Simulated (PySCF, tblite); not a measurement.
# Si₂NH₇: dynamics, then NMR shifts and electronic excitations on frames, part 2 of 2

tblite 0.8.0 and PySCF 2.14.0. Atoms count from 0. The steps go on from the part before.

## Step 9: Shielding tensors: 800 fs, PBE0/pcSseg-1

What the job is given:

```
{"job": {"kind": "nmr", "xc": "PBE0", "basis": "pcSseg-1", "pop": false}, "charge": 0, "multiplicity": 1}
Si     0.920100    -0.974400     0.176100
N     -0.511400     0.013100     0.011100
Si    -1.113300     1.474700     0.831900
H      1.602000    -1.027400    -1.157500
H      1.931200    -0.180800     0.964200
H      0.543400    -2.391500     0.569800
H     -1.081500    -0.272000    -0.781100
H     -2.350100     1.508500     0.113800
H     -0.317100     2.722200     0.586100
H     -1.120800     1.168300     2.285300
```

With the program's defaults for keys left out, this is: GIAO PBE0/pcSseg-1 NMR shielding, non-relativistic, gas phase.

The log of the run:

```text
coarse grid: 8656 points
cycle   1  E = -637.5623821936  dE = -1.415e-01  |g| = 4.300e-01  |ddm| = 2.692e+00
cycle   2  E = -637.5073370881  dE =  5.505e-02  |g| = 6.509e-01  |ddm| = 9.135e-01
cycle   3  E = -637.6011459058  dE = -9.381e-02  |g| = 4.181e-02  |ddm| = 6.163e-01
cycle   4  E = -637.6015494111  dE = -4.035e-04  |g| = 7.657e-03  |ddm| = 5.232e-02
cycle   5  E = -637.6015595082  dE = -1.010e-05  |g| = 9.877e-04  |ddm| = 9.852e-03
cycle   6  E = -637.6015597966  dE = -2.884e-07  |g| = 2.453e-04  |ddm| = 1.659e-03
final grid: 72448 points
cycle   7  E = -637.6148035786  dE = -6.096e-06  |g| = 4.885e-03  |ddm| = 9.235e-03
cycle   8  E = -637.6147960905  dE =  7.488e-06  |g| = 7.671e-03  |ddm| = 9.721e-03
cycle   9  E = -637.6148085297  dE = -1.244e-05  |g| = 1.995e-04  |ddm| = 5.989e-03
cycle  10  E = -637.6148085344  dE = -4.684e-09  |g| = 3.839e-05  |ddm| = 1.849e-04
cycle  11  E = -637.6148085346  dE = -2.822e-10  |g| = 1.220e-05  |ddm| = 5.012e-05
converged SCF energy = -637.6148085346

GIAO shielding tensors (ppm)
atom      isotropic    diamagn.    paramagn.     s11        s22        s33       span
  0 Si     401.751     879.064    -477.313    356.750    371.670    476.833    120.083
  1 N      270.502     324.431     -53.929    249.233    254.751    307.523     58.291
  2 Si     399.228     878.791    -479.562    338.107    395.044    464.534    126.427
  3 H       26.455      29.177      -2.723     23.131     24.891     31.342      8.211
  4 H       26.239      28.983      -2.744     23.324     25.056     30.338      7.015
  5 H       26.057      28.051      -1.994     22.426     24.249     31.495      9.069
  6 H       32.100      33.621      -1.521     22.409     30.061     43.830     21.421
  7 H       27.052      29.481      -2.429     23.122     25.610     32.424      9.302
  8 H       26.506      28.455      -1.949     23.014     24.967     31.536      8.522
  9 H       26.515      28.496      -1.981     22.650     25.464     31.432      8.782
```

It took 11 s on 1 thread, shared host.

In short: δ Si2 -50.1, Si0 -52.6, N1 -2.8, H5 5.66, H4 5.48 ppm.

## Step 10: Excited states and response: 800 fs, PBE0/def2-SVPD

The job, as its differences from that of step 9:

```diff
@@ -1,2 +1,2 @@
-{"job": {"kind": "nmr", "xc": "PBE0", "basis": "pcSseg-1", "pop": false}, "charge": 0, "multiplicity": 1}
+{"job": {"kind": "uv", "xc": "PBE0", "basis": "def2-SVPD", "nstates": 5, "ntriplets": 0}, "charge": 0, "multiplicity": 1}
 Si     0.920100    -0.974400     0.176100
```

With the program's defaults for keys left out, this is: TDDFT PBE0/def2-SVPD, vertical, gas phase, core orbitals frozen in the response.

The log of the run:

```text
coarse grid: 8656 points
cycle   1  E = -637.3141354837  dE = -1.552e-01  |g| = 4.094e-01  |ddm| = 3.314e+00
cycle   2  E = -637.2585804967  dE =  5.555e-02  |g| = 6.311e-01  |ddm| = 1.031e+00
cycle   3  E = -637.3510719703  dE = -9.249e-02  |g| = 3.898e-02  |ddm| = 6.138e-01
cycle   4  E = -637.3515003532  dE = -4.284e-04  |g| = 6.519e-03  |ddm| = 8.072e-02
cycle   5  E = -637.3515152489  dE = -1.490e-05  |g| = 1.078e-03  |ddm| = 1.453e-02
cycle   6  E = -637.3515156808  dE = -4.319e-07  |g| = 2.256e-04  |ddm| = 2.981e-03
final grid: 72448 points
cycle   7  E = -637.4253888451  dE = -5.031e-06  |g| = 4.744e-03  |ddm| = 3.251e-02
cycle   8  E = -637.4253806227  dE =  8.222e-06  |g| = 7.699e-03  |ddm| = 1.085e-02
cycle   9  E = -637.4253938935  dE = -1.327e-05  |g| = 8.937e-05  |ddm| = 6.878e-03
cycle  10  E = -637.4253938964  dE = -2.912e-09  |g| = 4.139e-05  |ddm| = 2.470e-04
cycle  11  E = -637.4253938970  dE = -5.792e-10  |g| = 8.784e-06  |ddm| = 8.289e-05
converged SCF energy = -637.4253938970

Static polarisability (au): isotropic 64.688, principal 58.746 60.093 75.223

Singlet excitations
state   eV       nm        f      main configurations
  1   5.5548    223.2   0.00392   H->L 0.99
  2   6.6505    186.4   0.02167   H->L+1 0.71, H->L+2 0.27
  3   6.8410    181.2   0.03376   H->L+2 0.70, H->L+1 0.26
  4   7.0595    175.6   0.00611   H->L+3 0.83
  5   7.3114    169.6   0.01725   H->L+4 0.90
```

Run time: 12 s. Hardware: 1 thread, shared host.

Key values: HOMO -7.23 eV, LUMO -0.29 eV; lowest singlet 5.55 eV.

## Step 11: Nuclear shieldings: 1000 fs, PBE0/pcSseg-1

What the job is given:

```
{"job": {"kind": "nmr", "xc": "PBE0", "basis": "pcSseg-1", "pop": false}, "charge": 0, "multiplicity": 1}
Si     0.120000    -0.345300    -0.004100
N     -0.953100     0.937500    -0.397800
Si    -2.231000     1.899000     0.502300
H      1.031800    -0.471400    -1.141000
H      0.425400    -0.032900     1.371200
H     -0.577600    -1.620500    -0.031900
H     -1.298000     0.969500    -1.375600
H     -2.869700     2.927600    -0.351700
H     -1.357700     2.443100     1.666100
H     -3.172200     0.993100     1.163500
```

Level: GIAO PBE0/pcSseg-1 NMR shielding, non-relativistic, gas phase.

The log of the run:

```text
coarse grid: 8656 points
cycle   1  E = -637.5507475239  dE = -1.307e-01  |g| = 4.356e-01  |ddm| = 2.700e+00
cycle   2  E = -637.4903506804  dE =  6.040e-02  |g| = 6.715e-01  |ddm| = 9.349e-01
cycle   3  E = -637.5917094817  dE = -1.014e-01  |g| = 4.696e-02  |ddm| = 6.328e-01
cycle   4  E = -637.5922268661  dE = -5.174e-04  |g| = 8.394e-03  |ddm| = 5.940e-02
cycle   5  E = -637.5922426151  dE = -1.575e-05  |g| = 1.543e-03  |ddm| = 1.207e-02
cycle   6  E = -637.5922432749  dE = -6.598e-07  |g| = 3.586e-04  |ddm| = 2.321e-03
final grid: 72448 points
cycle   7  E = -637.6055098914  dE = -6.934e-06  |g| = 4.419e-03  |ddm| = 9.287e-03
cycle   8  E = -637.6055034044  dE =  6.487e-06  |g| = 7.043e-03  |ddm| = 8.932e-03
cycle   9  E = -637.6055139718  dE = -1.057e-05  |g| = 2.143e-04  |ddm| = 5.488e-03
cycle  10  E = -637.6055139769  dE = -5.056e-09  |g| = 3.499e-05  |ddm| = 1.675e-04
cycle  11  E = -637.6055139771  dE = -2.108e-10  |g| = 8.335e-06  |ddm| = 4.420e-05
converged SCF energy = -637.6055139771

GIAO shielding tensors (ppm)
atom      isotropic    diamagn.    paramagn.     s11        s22        s33       span
  0 Si     406.510     879.846    -473.336    348.151    384.084    487.295    139.144
  1 N      272.657     321.204     -48.547    237.485    262.064    318.423     80.939
  2 Si     391.970     878.304    -486.333    345.755    370.593    459.563    113.808
  3 H       26.562      29.838      -3.276     22.867     25.010     31.807      8.940
  4 H       26.912      30.683      -3.770     23.652     25.515     31.570      7.918
  5 H       27.083      30.392      -3.309     23.331     25.472     32.445      9.114
  6 H       32.326      31.630       0.696     22.250     30.781     43.948     21.698
  7 H       26.612      27.607      -0.996     23.474     24.966     31.395      7.921
  8 H       25.674      27.814      -2.140     22.556     24.425     30.042      7.486
  9 H       26.705      28.661      -1.956     23.197     25.022     31.896      8.699
```

Wall time 11 s (1 thread, shared host).

In short: δ Si2 -42.8, Si0 -57.4, N1 -4.9, H8 6.04, H3 5.16 ppm.

## Step 12: Ultraviolet spectrum: 1000 fs, PBE0/def2-SVPD

The job, as its differences from that of step 11:

```diff
@@ -1,2 +1,2 @@
-{"job": {"kind": "nmr", "xc": "PBE0", "basis": "pcSseg-1", "pop": false}, "charge": 0, "multiplicity": 1}
+{"job": {"kind": "uv", "xc": "PBE0", "basis": "def2-SVPD", "nstates": 5, "ntriplets": 0}, "charge": 0, "multiplicity": 1}
 Si     0.120000    -0.345300    -0.004100
```

Level: TDDFT PBE0/def2-SVPD, vertical, gas phase, core orbitals frozen in the response.

The log of the run:

```text
coarse grid: 8656 points
cycle   1  E = -637.3025290864  dE = -1.443e-01  |g| = 4.152e-01  |ddm| = 3.264e+00
cycle   2  E = -637.2400956060  dE =  6.243e-02  |g| = 6.568e-01  |ddm| = 1.240e+00
cycle   3  E = -637.3418477976  dE = -1.018e-01  |g| = 4.276e-02  |ddm| = 7.447e-01
cycle   4  E = -637.3423532742  dE = -5.055e-04  |g| = 8.868e-03  |ddm| = 9.731e-02
cycle   5  E = -637.3423805273  dE = -2.725e-05  |g| = 1.707e-03  |ddm| = 1.957e-02
cycle   6  E = -637.3423814935  dE = -9.661e-07  |g| = 3.126e-04  |ddm| = 3.505e-03
final grid: 72448 points
cycle   7  E = -637.4161590069  dE = -6.173e-06  |g| = 4.257e-03  |ddm| = 3.158e-02
cycle   8  E = -637.4161518883  dE =  7.119e-06  |g| = 7.058e-03  |ddm| = 1.209e-02
cycle   9  E = -637.4161631272  dE = -1.124e-05  |g| = 8.205e-05  |ddm| = 7.503e-03
cycle  10  E = -637.4161631298  dE = -2.533e-09  |g| = 2.805e-05  |ddm| = 2.441e-04
cycle  11  E = -637.4161631300  dE = -2.628e-10  |g| = 2.030e-06  |ddm| = 5.686e-05
converged SCF energy = -637.4161631300

Static polarisability (au): isotropic 64.491, principal 57.291 59.832 76.350

Singlet excitations
state   eV       nm        f      main configurations
  1   5.4871    226.0   0.00331   H->L 0.99
  2   6.3537    195.1   0.02774   H->L+1 0.95
  3   6.7054    184.9   0.02756   H->L+2 0.95
  4   7.0736    175.3   0.00100   H->L+3 0.59, H->L+4 0.28, H->L+5 0.08
  5   7.2653    170.7   0.00573   H->L+4 0.67, H->L+3 0.19, H->L+5 0.10
```

It took 13 s on 1 thread, shared host.

Key values: HOMO -7.13 eV, LUMO -0.26 eV; lowest singlet 5.49 eV.

## Step 13: Comparing the runs: NMR shifts

Shifts (ppm) of some atoms, chosen among heavy atoms and hydrogens apart, with basis size and wall time:

```
  frame    H9    H5    H4     H6    Si0    Si2     N1  functions  time
 250 fs  5.47  4.46  3.77  -2.08  -46.7  -50.0  -16.5        100  11 s
 425 fs  4.36  5.31  6.38  -0.42  -40.0  -44.5    0.1        100  12 s
 625 fs  4.39  5.44  5.01  -0.38  -70.7  -46.1   -3.5        100  11 s
 800 fs  5.20  5.66  5.48  -0.38  -52.6  -50.1   -2.8        100  11 s
1000 fs  5.01  4.63  4.80  -0.61  -57.4  -42.8   -4.9        100  11 s
```

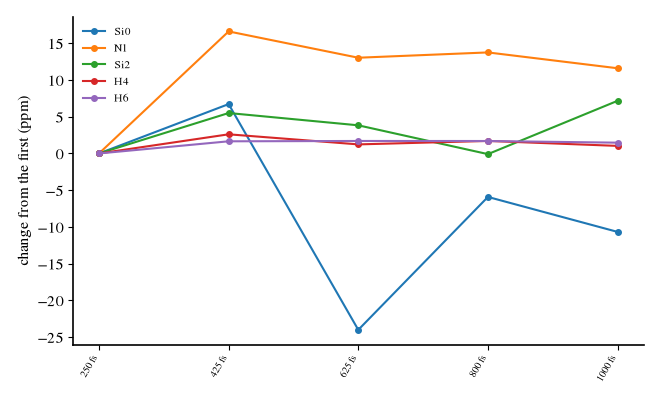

How five of the tabulated atoms move from run to run.

## Step 14: Side by side: electronic excitations

Excitations and ground-state properties, with basis size and wall time:

```
  frame  lowest singlet (eV)  brightest (eV)      f  gap (eV)  α (Å³)  μ (D)  functions  time
 250 fs                 5.65            6.91  0.046      7.01    9.10   0.97        124  12 s
 425 fs                 5.24            6.76  0.038      6.57    9.52   1.66        124  13 s
 625 fs                 5.18            6.75  0.020      6.55    9.28   0.95        124  13 s
 800 fs                 5.55            6.84  0.034      6.93    9.59   0.69        124  12 s
1000 fs                 5.49            6.35  0.028      6.87    9.56   1.05        124  13 s
```

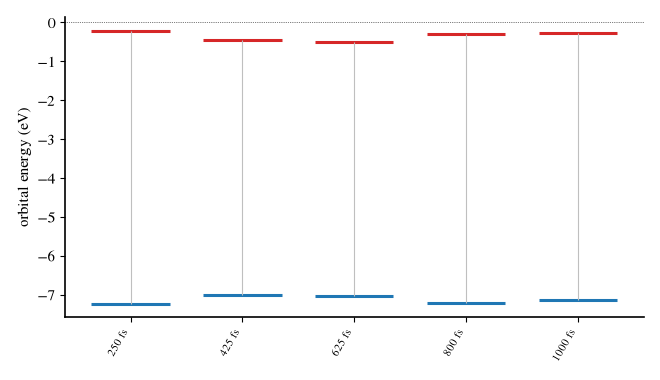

HOMO (blue) and LUMO (red) run by run.

## Step 15: Outcome

This closing draws on all 2 parts.

```
                                       quantity                                          value
                                     thermostat                                          600 K
                  mean temperature, second half                                          571 K
        mean potential energy above the minimum                                        0.57 eV
  ¹H shifts against TMS (PBE0/pcSseg-1, 250 fs)  5.49, 5.47, 5.45, 4.46, 4.43, 3.77, -2.08 ppm
²⁹Si shifts against TMS (PBE0/pcSseg-1, 250 fs)                               -46.7, -50.0 ppm
 ¹⁵N shifts against NH3 (PBE0/pcSseg-1, 250 fs)                                      -16.5 ppm
        lowest singlet (PBE0/def2-SVPD, 250 fs)                    5.65 eV (220 nm), f = 0.001
       brightest single state of those computed                    state 3, 6.91 eV, f = 0.046
                      range of the shift of Si0                             -70.7 to -40.0 ppm
                    range of the lowest singlet                                5.18 to 5.65 eV
```

In words: In the second half the potential energy averages 0.57 eV above the minimum; equipartition over 24 harmonic modes at 600 K would give 0.62 eV. With 10 atoms the temperature swings widely (305 to 893 K). Shifts at one fixed geometry are not the observed spectrum, which averages over the motion. In the first frame run (250 fs): Shielding is most anisotropic at Si2 (span 177 ppm, paramagnetic term -480 ppm). The first singlet state (HOMO→LUMO 0.98) lies at 5.65 eV and is weak; of the 5 states computed, the strongest absorption comes from state 3 at 6.91 eV. In ppm, Si0 moves most: its shift spreads over 30.7 ppm, from -70.7 (625 fs) to -40.0 (425 fs). The lowest singlet runs from 5.18 eV (625 fs) to 5.65 eV (250 fs), while the orbital gap spans 6.55 to 7.01 eV. The lowest state need not be the same one in every run.
